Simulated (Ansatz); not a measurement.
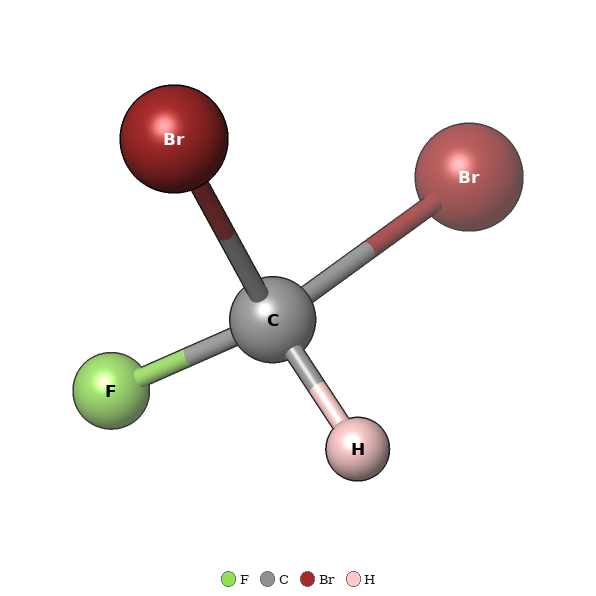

Orthographic view. Depth is shown by fading: the farther an atom, the more it takes the colour of the background. The geometry was computed by an optimisation with PBE-D4/def2-SVP. No frequency run is at hand to confirm it as a minimum.

> Write the InChI string.

InChI=1S/CHBr2F/c2-1(3)4/h1H
